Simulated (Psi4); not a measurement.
**CH3BCl (SMILES C[B]Cl) at UTPSSh/aug-cc-pVDZ**

Aim: the vertical ionisation energy of CH3BCl at UTPSSh/aug-cc-pVDZ, from 2 runs. 

Program for the calculation: Psi4 1.11.

3 further runs of the same task are left out: 3 set aside as unsound or not needed.

## Step 1: The structure to begin with

CH3BCl has 6 atoms, charge 0, and is taken as a doublet. As SMILES, `C[B]Cl`. The shape is that of a PBE0-D4/def2-TZVP optimisation.

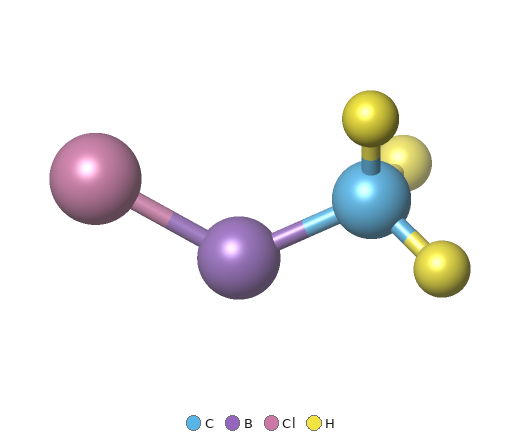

The structure, seen from a chosen angle (carbon blue, boron purple, chlorine pink, hydrogen yellow).

## Step 2: A single-point energy at UTPSSh/aug-cc-pVDZ

The input, input.in:

```
memory 2200 mb

molecule system {
  0 2
  C
  B 1 r2
  Cl 2 r3 1 a3
  H 1 r4 2 a4 3 d4
  H 1 r5 4 a5 2 d5
  H 1 r6 5 a6 4 d6

  r2 = 1.543797
  r3 = 1.72746
  a3 = 126.06889
  r4 = 1.099341
  a4 = 106.46066
  d4 = -89.20157
  r5 = 1.094721
  a5 = 107.2451
  d5 = -121.46559
  r6 = 1.091132
  a6 = 109.94783
  d6 = 115.48294
  symmetry c1
  no_reorient
  no_com
}

set basis aug-cc-pVDZ
set reference uks
set puream true
set e_convergence 1e-09
set d_convergence 1e-08
set scf_type pk
set dft_radial_points 99
set dft_spherical_points 590
set maxiter 100

result = energy('tpssh')
```

Launch:

```
$ psi4 input.in input.out -n 1
```

input.out:

```text
[...]
  Running in c1 symmetry.
[...]
  Nuclear repulsion =   76.029339868728272
[...]
  Multiplicity = 2
[...]
  Nalpha       = 16
  Nbeta        = 15
[...]
    Number of basis functions: 100
[...]
   @UKS iter   1:  -524.59852024611507   -1.05724e-01   8.18733e-03 ADIIS/DIIS
[...]
   @UKS iter  13:  -524.96768073859903   -2.27374e-12   4.71090e-09 DIIS
[...]
   @S^2 Observed:                7.527427126E-01
[...]
    Orbital Energies [Eh]
    ---------------------
    Alpha Occupied:
       1A   -101.403754     2A    -10.123098     3A     -9.395425
       4A     -7.140982     5A     -7.136166     6A     -7.134543
       7A     -6.767019     8A     -0.833614     9A     -0.704313
      10A     -0.474338    11A     -0.413635    12A     -0.407957
      13A     -0.378946    14A     -0.341948    15A     -0.331655
      16A     -0.188148
    Alpha Virtual:
      17A     -0.070189    18A     -0.005983    19A      0.016958
      20A      0.019477    21A      0.020459    22A      0.042792
      23A      0.052848    24A      0.056479    25A      0.082553
[...]
  @UKS Final Energy:  -524.96768073859903
   => Energetics <=
    Nuclear Repulsion Energy =             76.0293398687282718
    One-Electron Energy =                -871.9523593561498274
    Two-Electron Energy =                 306.0584610088314435
    DFT Exchange-Correlation Energy =     -35.1031222600089450
    Empirical Dispersion Energy =           0.0000000000000000
    VV10 Nonlocal Energy =                  0.0000000000000000
    Total Energy =                       -524.9676807385990287
[...]
 Multipole Moments:
 ------------------------------------------------------------------------------------
     Multipole            Electronic (a.u.)      Nuclear  (a.u.)        Total (a.u.)
 ------------------------------------------------------------------------------------
 L = 1.  Multiply by 2.5417464519 to convert [e a0] to [Debye]
 Dipole X            :         -0.1064399            0.1274951            0.0210551
 Dipole Y            :         -2.0300567            2.0373909            0.0073341
 Dipole Z            :          5.9976649           -6.5415393           -0.5438744
 Magnitude           :                                                    0.5443312
[...]
```

Run time: 49 s. Hardware: 1 thread of Intel Xeon 6975P-C (Granite Rapids), shared host; peak memory 1.3 GiB.

## Step 3: The singlet cation: energy and forces at TPSSh/aug-cc-pVDZ

The input, job.json:

```json
{
 "schema_name": "qcschema_input",
 "schema_version": 1,
 "molecule": {
  "schema_name": "qcschema_molecule",
  "schema_version": 2,
  "symbols": ["C", "B", "Cl", "H", "H", "H"],
  "geometry": [-0.5478316, 0.61453894, -0.59035044, 0.36906351, -2.00216483, 0.31690707, 2.77374001, -2.56190171, 2.45248656, -2.02862099, 1.21263725, 0.738316, 0.93390265, 2.0575338, -0.54745366, -1.42107405, 0.5582251, -2.45739985],
  "molecular_charge": 1,
  "molecular_multiplicity": 1,
  "fix_symmetry": "c1",
  "fix_com": true,
  "fix_orientation": true
 },
 "driver": "gradient",
 "model": {
  "method": "tpssh",
  "basis": "aug-cc-pVDZ"
 },
 "keywords": {
  "puream": true,
  "e_convergence": 1e-09,
  "d_convergence": 1e-08,
  "scf_type": "pk",
  "dft_radial_points": 99,
  "dft_spherical_points": 590,
  "scf_properties": ["MULLIKEN_CHARGES", "MAYER_INDICES", "LOWDIN_CHARGES"]
 }
}
```

Launch:

```
$ psi4 --qcschema job.json -n 1 --memory 2200MB
```

stdout, shortened:

```text
[...]
  Running in c1 symmetry.
[...]
  Nuclear repulsion =   76.029351733043185
[...]
  Multiplicity = 1
[...]
  Nalpha       = 15
  Nbeta        = 15
[...]
    Number of basis functions: 100
[...]
   @RKS iter   1:  -524.38291463854637    1.09882e-01   7.39872e-03 ADIIS/DIIS
[...]
   @RKS iter  12:  -524.67138567132326   -1.81899e-12   2.01017e-09 DIIS
[...]
  @RKS Final Energy:  -524.67138567132326
   => Energetics <=
    Nuclear Repulsion Energy =             76.0293517330431854
    One-Electron Energy =                -863.8572186577468983
    Two-Electron Energy =                 297.9513009105353376
    DFT Exchange-Correlation Energy =     -34.7948196571548607
    Empirical Dispersion Energy =           0.0000000000000000
    VV10 Nonlocal Energy =                  0.0000000000000000
    Total Energy =                       -524.6713856713232644
[...]
 Multipole Moments:
 ------------------------------------------------------------------------------------
     Multipole            Electronic (a.u.)      Nuclear  (a.u.)        Total (a.u.)
 ------------------------------------------------------------------------------------
 L = 1.  Multiply by 2.5417464519 to convert [e a0] to [Debye]
 Dipole X            :        -42.6621840           43.1961157            0.5339317
 Dipole Y            :         44.7234485          -46.0475234           -1.3240750
 Dipole Z            :        -36.9684504           37.4681667            0.4997163
 Magnitude           :                                                    1.5126050
[...]
  Mulliken Charges: (a.u.)
   Center  Symbol    Alpha    Beta     Spin     Total
       1     C     2.65045  2.65045  0.00000  0.69910
       2     B     2.26170  2.26170  0.00000  0.47661
       3    CL     8.41583  8.41583  0.00000  0.16834
[...]
  -Total Gradient:
     Atom            X                  Y                   Z
    ------   -----------------  -----------------  -----------------
       1        0.028689460184     0.026558836972     0.017507238232
       2       -0.062396649621    -0.050134812365    -0.047555484104
       3        0.036273044172     0.020355811454     0.029525277142
       4        0.005439813402     0.000877465553    -0.004031413290
       5       -0.011992083972     0.006560566522    -0.001452047839
       6        0.003980746770    -0.004221813748     0.006000301351
[...]
```

The result, in JSON:

```text
{
 "driver": "gradient",
 "model": {
  "method": "tpssh",
  "basis": "aug-cc-pVDZ"
 },
 "success": true,
 "return_result": [0.028689460184383373, 0.026558836972140027, 0.017507238231716047, -0.062396649621159206, -0.050134812365426884, -0.047555484103672135, 0.03627304417188612, 0.020355811454025166, 0.02952527714245326, 0.005439813401562202, 0.0008774655530222053, -0.004031413289869085, -0.01199208397229723, 0.006560566522160943, -0.00145204783863246, 0.003980746769842267, -0.004221813747676058, 0.006000301351356208],
 "properties": {
  "calcinfo_nbasis": 100,
  "calcinfo_nmo": 100,
  "calcinfo_nalpha": 15,
  "calcinfo_nbeta": 15,
  "calcinfo_natom": 6,
  "nuclear_repulsion_energy": 76.02935173304319,
  "return_energy": -524.6713856713233,
  "return_gradient": [0.028689460184383373, 0.026558836972140027, 0.017507238231716047, -0.062396649621159206, -0.050134812365426884, -0.047555484103672135, 0.03627304417188612, 0.020355811454025166, 0.02952527714245326, 0.005439813401562202, 0.0008774655530222053, -0.004031413289869085, -0.01199208397229723, 0.006560566522160943, -0.00145204783863246, 0.003980746769842267, -0.004221813747676058, 0.006000301351356208],
  "scf_one_electron_energy": -863.8572186577469,
  "scf_two_electron_energy": 297.95130091053534,
  "scf_xc_energy": -34.79481965715486,
  "scf_dipole_moment": [0.5339317044286105, -1.3240749510070486, 0.499716289982139],
  "scf_total_energy": -524.6713856713233,
  "scf_total_gradient": [0.028689460184383373, 0.026558836972140027, 0.017507238231716047, -0.062396649621159206, -0.050134812365426884, -0.047555484103672135, 0.03627304417188612, 0.020355811454025166, 0.02952527714245326, 0.005439813401562202, 0.0008774655530222053, -0.004031413289869085, -0.01199208397229723, 0.006560566522160943, -0.00145204783863246, 0.003980746769842267, -0.004221813747676058, 0.006000301351356208],
  "scf_iterations": 12
 }
}
```

It took 41 s on 1 thread of Intel Xeon 6975P-C (Granite Rapids), shared host; peak memory 1.3 GiB.

## Step 4: Outcome

Level: UTPSSh/aug-cc-pVDZ.

```
                                          quantity          value
                      doublet CH3BCl: total energy  -524.96768 Eh
                     doublet CH3BCl: dipole moment         1.38 D
doublet CH3BCl: HOMO energy (highest over α and β)       -5.12 eV
 doublet CH3BCl: LUMO energy (lowest over α and β)       -1.96 eV
                              doublet CH3BCl: ⟨S²⟩          0.753
                      singlet cation: total energy  -524.67139 Eh
                       singlet cation: HOMO energy      -15.67 eV
                       singlet cation: LUMO energy      -10.70 eV
                     singlet cation: HOMO–LUMO gap        4.98 eV
          singlet cation: largest force on an atom     4.788 eV/Å
vertical ionisation energy (to the singlet cation)       8.063 eV
```

What this shows: Removing an electron at fixed nuclei costs 8.06 eV (778 kJ/mol). Only the singlet of the ionised species was computed; a triplet could lie lower. Mulliken charges (singlet cation) run from -0.14 on H5 to +0.70 on C1; in a basis this large or diffuse they mean little.
